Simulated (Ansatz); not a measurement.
**MoN4H6: how energies converge with the basis set**

Aim: see how fast density functionals converge with the basis set for MoN4H6.

Method: one geometry, several basis sets; program: Ansatz 0.2.0, Gaussian basis.

The runs, in order: PBE0-D4/def2-SVP; ωB97M-V/def2-SVP; PBE0-D4/def2-QZVPP; ωB97M-V/def2-QZVPP; the functionals' def2-TZVPP values are taken from earlier runs.

**1. The relaxed structure**

All runs share one geometry, relaxed beforehand with PBE0-D4 in a triple-zeta def2 set. Mo takes the def2 core potential; no spin-orbit term is included.

11 atoms, charge 0, spin multiplicity 1.

Atoms are counted from 1 here; the program's logs count them from 0.

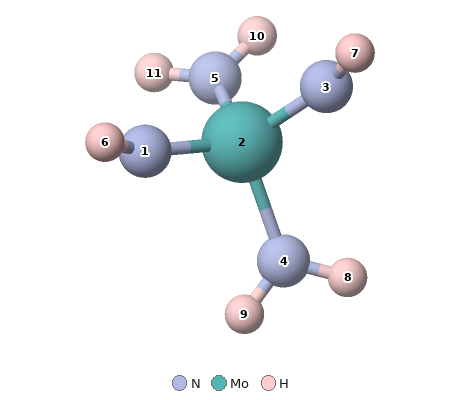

The structure; nitrogen light blue, molybdenum teal, hydrogen pink; atoms are numbered from 1 in the order of the file.

As a file:

```xyz
11

N    -0.69576    1.65428    0.35297
Mo    0.08186    0.12659    0.10037
N     1.63224   -0.05912    0.85153
N    -1.08503   -1.24369    0.84250
N     0.34279   -0.07641   -1.81815
H    -0.78331    2.59233    0.71735
H     2.42635    0.23038    1.40467
H    -0.74536   -2.07843    1.29220
H    -2.06861   -1.10492    1.00900
H     1.14172   -0.53583   -2.22440
H    -0.18149    0.43780   -2.50744
```

**2. PBE0-D4 in def2-SVP**

The input, in.yaml:

```yaml
crystal:
  periodic: [false, false, false]
  atoms:
    - {symbol: N, position_ang: [-0.695758, 1.654283, 0.352966]}
    - {symbol: Mo, position_ang: [0.081857, 0.126586, 0.100368]}
    - {symbol: N, position_ang: [1.632237, -0.059119, 0.851530]}
    - {symbol: N, position_ang: [-1.085035, -1.243687, 0.842500]}
    - {symbol: N, position_ang: [0.342789, -0.076409, -1.818147]}
    - {symbol: H, position_ang: [-0.783311, 2.592333, 0.717350]}
    - {symbol: H, position_ang: [2.426353, 0.230380, 1.404666]}
    - {symbol: H, position_ang: [-0.745357, -2.078429, 1.292202]}
    - {symbol: H, position_ang: [-2.068612, -1.104915, 1.009003]}
    - {symbol: H, position_ang: [1.141724, -0.535827, -2.224398]}
    - {symbol: H, position_ang: [-0.181487, 0.437802, -2.507440]}
basis:
  gaussian: {orbitals: def2-SVP}
hamiltonian: {xc: pbe0, dispersion: d4}
output: {orbitals: {seedname: orbitals}}
```

On the command line:

```bash
ansatz run in.yaml --threads 4 --pin off --events-out ev --progress --plain --max-ram 10444MiB
```

Further steps of the session: ωB97M-V in def2-SVP; PBE0-D4 in def2-QZVPP; ωB97M-V in def2-QZVPP.

Q: Predict the results of all the runs planned. Wanted: PBE0-D4: double and triple zeta above quadruple; ωB97M-V: double and triple zeta above quadruple.

**Answer**, as computed:

| quantity | value |
| --- | --- |
| PBE0-D4: double and triple zeta above quadruple | 8.39, 0.48 eV |
| ωB97M-V: double and triple zeta above quadruple | 8.64, 0.46 eV |

What this shows: For PBE0-D4 the step from double to triple zeta gains 7.91 eV and the next only 0.48 eV. These are total energies; as a rule much of such shifts cancels in differences, which this series doesn't test. The LUMO of ωB97M-V is positive and keeps falling with the basis (1.54 to 0.65 eV): an unbound level that the basis holds in place.
